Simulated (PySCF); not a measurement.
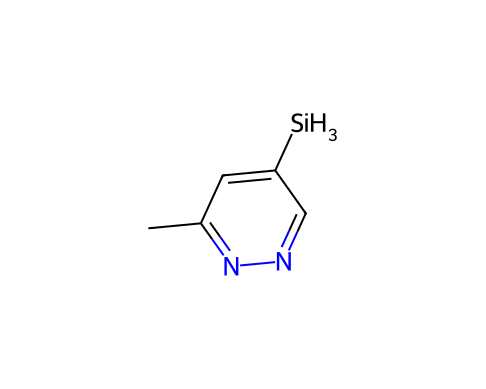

The computed structure is the end point of a GFN2-xTB optimisation. No frequency run is at hand to confirm it as a minimum. Properties computed with B3LYP/def2-SVPD, gas phase (PySCF 2.14.0). Excitations: vertical, linear response.

What does the calculation give?

The species is C₅H₈N₂Si (`Cc1cc([SiH3])cnn1`).
- dipole moment: 3.95 D
- HOMO energy (Kohn–Sham orbital): −6.26 eV
- LUMO energy (Kohn–Sham orbital): −1.78 eV
- HOMO–LUMO gap: 4.48 eV
- mean static polarisability: 98.4 bohr³
- lowest vertical singlet excitation: 3.21 eV
- its oscillator strength: 0.004
- brightest of the 8 lowest singlets: 5.41 eV
- its oscillator strength: 0.03

The geometry is semi-empirical. Around Si such bond lengths and angles can be off by a tenth of an ångström or more and by several degrees, and values that hang on the shape move with them.
